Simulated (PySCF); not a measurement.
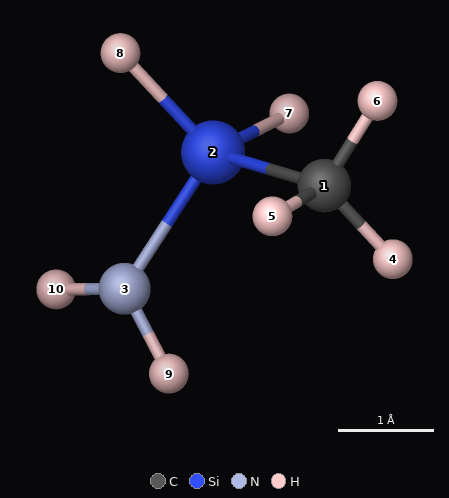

*The starting structure (ball-and-stick view, seen at a tilt; atoms are numbered from 1 in the order of the input).*

Bond lengths as drawn: C–H 1.09 Å, C–Si 1.89 Å, H–N 1.01 Å, H–Si 1.46 to 1.48 Å and N–Si 1.72 Å.

## Geometry relaxation, with input and output: CH$_{7}$NSi

System: CH$_{7}$NSi.
Method: PBE0-D3(BJ)/def2-SVPD geometry optimisation, gas phase (PySCF 2.14.0).

Output:
```
step   0  E = -386.20224861  max force = 0.015198
step   1  E = -386.20406473  max force = 0.003407
step   2  E = -386.20419520  max force = 0.001177
step   3  E = -386.20421726  max force = 0.000440
step   4  E = -386.20422575  max force = 0.000498
step   5  E = -386.20424421  max force = 0.000889
step   6  E = -386.20425810  max force = 0.000718
step   7  E = -386.20426724  max force = 0.000309
optimisation converged
```

Trajectory as extended XYZ (Å, eV, eV/Å), 8 frames, from step=0 to step=7:
```
10
Properties=species:S:1:pos:R:3:forces:R:3 step=0 energy=-10509.09847
C    -1.3357    0.3777    0.0926    0.5868  -0.3922   0.2802
Si    0.3102   -0.4883    0.4490   -0.7815   0.6424  -0.3770
N     1.4733    0.2469   -0.5906    0.2904   0.0691  -0.2101
H    -1.6848    0.1758   -0.9163   -0.1047  -0.1494  -0.4672
H    -1.2461    1.4539    0.2020    0.1228   0.4843   0.0754
H    -2.1065    0.0383    0.7774   -0.3818  -0.1818   0.3108
H     0.1305   -1.9401    0.2595   -0.0484  -0.4960   0.0107
H     0.7918   -0.2292    1.8071    0.0923  -0.0384   0.6027
H     1.2331    0.4114   -1.5551   -0.0592   0.0497  -0.2348
H     2.4343   -0.0462   -0.5255    0.2832   0.0124   0.0095
10
Properties=species:S:1:pos:R:3:forces:R:3 step=1 energy=-10509.14789
C    -1.3523    0.3794    0.1460    0.0046   0.0765  -0.1251
Si    0.3078   -0.4533    0.3967   -0.1011  -0.1752   0.1670
N     1.4793    0.2417   -0.6871   -0.0209   0.0260  -0.0249
H    -1.7334    0.1943   -0.8714    0.0071   0.0167   0.0270
H    -1.2707    1.4686    0.2826    0.0074  -0.0280  -0.0021
H    -2.1084    0.0030    0.8513    0.0647  -0.0432   0.0131
H     0.1285   -1.9399    0.2289   -0.0195   0.0586  -0.0184
H     0.7953   -0.2545    1.7983    0.0582   0.0420  -0.0635
H     1.2400    0.3627   -1.6634    0.0108   0.0055   0.0127
H     2.4581    0.0042   -0.5926   -0.0114   0.0211   0.0143
10
Properties=species:S:1:pos:R:3:forces:R:3 step=2 energy=-10509.15144
C    -1.3478    0.3800    0.1404   -0.0125   0.0407  -0.0454
Si    0.3034   -0.4611    0.4017   -0.0205  -0.0605   0.0563
N     1.4701    0.2410   -0.6830    0.0048  -0.0017  -0.0234
H    -1.7302    0.1951   -0.8756    0.0056  -0.0020   0.0097
H    -1.2617    1.4681    0.2767    0.0034  -0.0099   0.0103
H    -2.0981    0.0011    0.8495    0.0018  -0.0154   0.0084
H     0.1177   -1.9436    0.2324   -0.0164   0.0093  -0.0083
H     0.8094   -0.2533    1.7933    0.0218   0.0189  -0.0149
H     1.2308    0.3664   -1.6584    0.0084   0.0014   0.0014
H     2.4506    0.0125   -0.5878    0.0037   0.0192   0.0058
10
Properties=species:S:1:pos:R:3:forces:R:3 step=3 energy=-10509.15204
C    -1.3472    0.3808    0.1390   -0.0039   0.0065   0.0064
Si    0.3015   -0.4651    0.4032    0.0106   0.0063  -0.0025
N     1.4676    0.2386   -0.6831   -0.0045  -0.0226  -0.0111
H    -1.7298    0.1960   -0.8765    0.0032  -0.0025  -0.0017
H    -1.2585    1.4680    0.2773   -0.0003  -0.0004   0.0079
H    -2.0962    0.0005    0.8492   -0.0061  -0.0012  -0.0033
H     0.1090   -1.9461    0.2342   -0.0073  -0.0012  -0.0025
H     0.8176   -0.2512    1.7897    0.0037   0.0025  -0.0001
H     1.2302    0.3651   -1.6587    0.0043  -0.0024  -0.0009
H     2.4500    0.0197   -0.5850    0.0002   0.0151   0.0079
10
Properties=species:S:1:pos:R:3:forces:R:3 step=4 energy=-10509.15227
C    -1.3474    0.3817    0.1397    0.0020  -0.0063   0.0210
Si    0.3008   -0.4664    0.4030    0.0157   0.0256  -0.0173
N     1.4667    0.2355   -0.6851   -0.0108  -0.0244  -0.0083
H    -1.7293    0.1981   -0.8761    0.0015   0.0017  -0.0052
H    -1.2578    1.4684    0.2809   -0.0021   0.0026   0.0033
H    -2.0966   -0.0002    0.8490   -0.0054   0.0014  -0.0060
H     0.1040   -1.9467    0.2348   -0.0027  -0.0035   0.0007
H     0.8216   -0.2495    1.7872   -0.0009  -0.0044   0.0035
H     1.2317    0.3600   -1.6614    0.0032  -0.0042  -0.0007
H     2.4505    0.0252   -0.5828   -0.0005   0.0116   0.0090
10
Properties=species:S:1:pos:R:3:forces:R:3 step=5 energy=-10509.15277
C    -1.3478    0.3850    0.1433    0.0113  -0.0261   0.0363
Si    0.2994   -0.4681    0.4014    0.0146   0.0457  -0.0323
N     1.4643    0.2254   -0.6927   -0.0179  -0.0160  -0.0049
H    -1.7275    0.2076   -0.8743   -0.0014   0.0114  -0.0086
H    -1.2575    1.4702    0.2940   -0.0045   0.0066  -0.0062
H    -2.0985   -0.0027    0.8483   -0.0017   0.0035  -0.0077
H     0.0918   -1.9472    0.2367    0.0051  -0.0053   0.0069
H     0.8314   -0.2455    1.7803   -0.0061  -0.0148   0.0071
H     1.2371    0.3398   -1.6719    0.0015  -0.0078  -0.0004
H     2.4515    0.0417   -0.5758   -0.0010   0.0027   0.0098
10
Properties=species:S:1:pos:R:3:forces:R:3 step=6 energy=-10509.15315
C    -1.3482    0.3886    0.1480    0.0113  -0.0280   0.0302
Si    0.2984   -0.4681    0.3989    0.0051   0.0369  -0.0264
N     1.4620    0.2150   -0.7015   -0.0147  -0.0001  -0.0034
H    -1.7257    0.2202   -0.8721   -0.0020   0.0143  -0.0066
H    -1.2583    1.4724    0.3085   -0.0038   0.0060  -0.0091
H    -2.1008   -0.0057    0.8474    0.0017   0.0030  -0.0056
H     0.0825   -1.9466    0.2391    0.0072  -0.0042   0.0084
H     0.8395   -0.2428    1.7739   -0.0054  -0.0148   0.0058
H     1.2433    0.3153   -1.6839    0.0007  -0.0094  -0.0010
H     2.4516    0.0577   -0.5691    0.0000  -0.0038   0.0076
10
Properties=species:S:1:pos:R:3:forces:R:3 step=7 energy=-10509.15340
C    -1.3487    0.3920    0.1526    0.0048  -0.0145   0.0102
Si    0.2976   -0.4668    0.3962   -0.0038   0.0095  -0.0082
N     1.4602    0.2066   -0.7097   -0.0057   0.0159  -0.0017
H    -1.7247    0.2338   -0.8699   -0.0012   0.0091  -0.0021
H    -1.2597    1.4747    0.3216   -0.0009   0.0028  -0.0048
H    -2.1027   -0.0084    0.8467    0.0024   0.0010  -0.0012
H     0.0773   -1.9454    0.2417    0.0037  -0.0013   0.0051
H     0.8449   -0.2415    1.7688   -0.0012  -0.0066   0.0017
H     1.2492    0.2912   -1.6951    0.0011  -0.0092  -0.0018
H     2.4508    0.0702   -0.5637    0.0007  -0.0066   0.0029
```

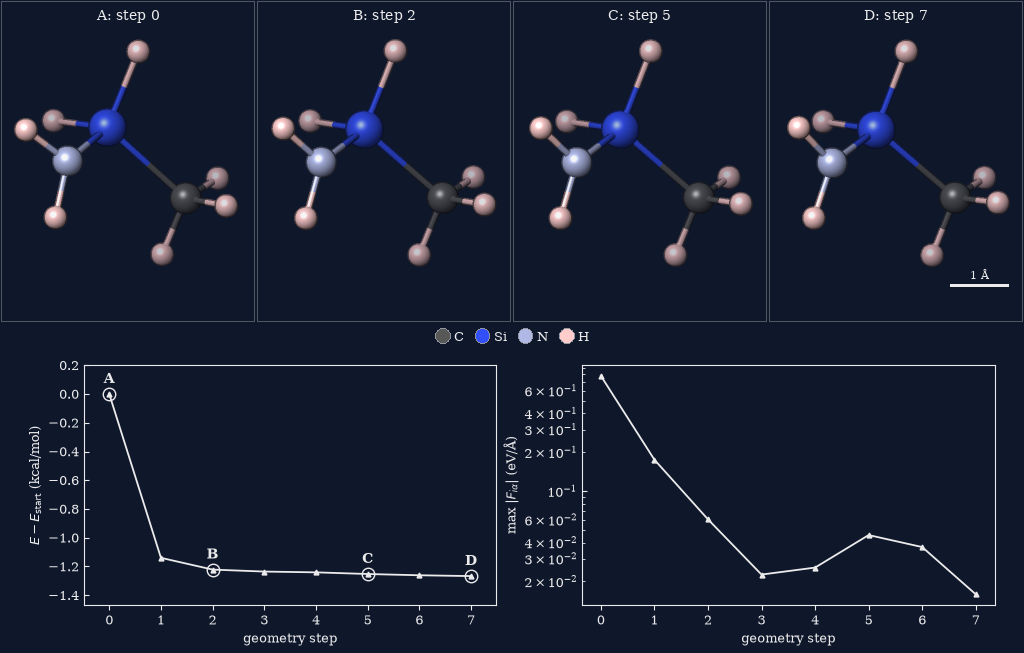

*Frames of the relaxation (ball-and-stick view, seen at a tilt) above the curves, on which the letters mark them (steps are counted from 0).*

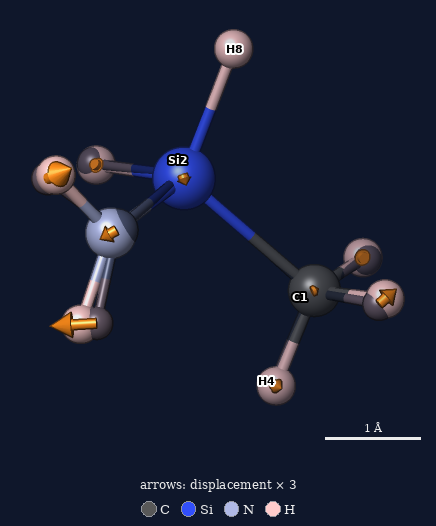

*Start (faint) and end (solid) with the displacements as orange arrows, magnified 3 times (ball-and-stick view, seen at a tilt). The two geometries are laid on each other by the best rigid fit.*

The energy falls by 1.27 kcal/mol in 7 geometry steps. Largest force component: 0.78 eV/Å at the start, 0.016 eV/Å at the end. The largest move after the best rigid fit is that of H9, 0.17 Å. Largest moves by element: H 0.17 Å, N 0.07 Å, Si 0.04 Å, C 0.03 Å. Among the contacts that change: Si2–H8 1.464 → 1.495 Å, Si2–H7 1.475 → 1.503 Å, C1–Si2 1.894 → 1.873 Å, Si2–N3 1.725 → 1.740 Å. Among the angles that change: C1–Si2–N3 106.1° → 109.1°, H7–Si2–H8 109.5° → 107.2°. (Atoms are counted from 1 in the order of the input.)

The run was set up as follows.

Input file:
```
{"job": {"xc": "PBE0", "basis": "def2-SVPD", "d3": "d3bj", "grid": 2, "kind": "geom"}, "charge": 0, "multiplicity": 1}
C     -1.335693     0.377657     0.092565
Si     0.310183    -0.488309     0.448956
N      1.473278     0.246915    -0.590634
H     -1.684757     0.175781    -0.916275
H     -1.246110     1.453903     0.201989
H     -2.106523     0.038283     0.777415
H      0.130463    -1.940143     0.259474
H      0.791777    -0.229195     1.807104
H      1.233128     0.411362    -1.555048
H      2.434254    -0.046253    -0.525545
```

The first line tells a small driver script what to run in PySCF; the rest is the geometry in Å.

Run as:
```bash
OMP_NUM_THREADS=1 python <driver script> task.json out
```

Results in brief:

| quantity | value |
| --- | --- |
| outcome | converged |
| total energy | −386.204267 hartree |
| dipole moment | 0.94 D |
| point group | C1 |
| hardware | 1 CPU thread, shared host |
| wall time | 34 s |
| peak memory | 0.55 GiB |
